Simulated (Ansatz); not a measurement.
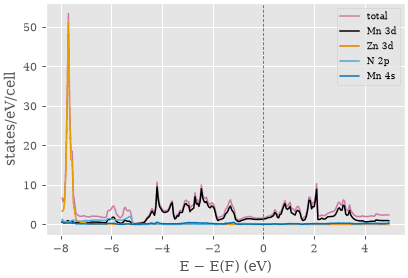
Figure: Total and projected density of states of Mn₃ZnN (anti-perovskite, Pm-3m), plane-wave PAW r²SCAN (Ansatz code)

**Question.** Which orbitals carry the states next to the Fermi level?

**Answer.** Within 0.5 eV of the Fermi level: Mn 3d 80 %, N 2p 5 %, outside the projected shells 7 %. Projections are on Löwdin-orthogonalised atomic valence shells; empty p or d shells of many metals are not among them.

The workflow started from a Materials Project entry (that database holds measured and hypothetical structures alike); the Crystallography Open Database files this formula in space group No. 221, but the cells were not matched. Its standing as an ambient phase is unchecked. The r²SCAN relaxation kept the symmetry of its start; whether a distortion lowers the energy is not shown. Magnetic state: ferromagnetic, chosen from 4 collinear starts compared on coarse meshes (ties went to the first, and starts can fall back to one state), not a proven ground state. Other orbital occupations within this spin state were not tried. No Hubbard U is applied.

Potentials: the later of the program's two PAW sets.
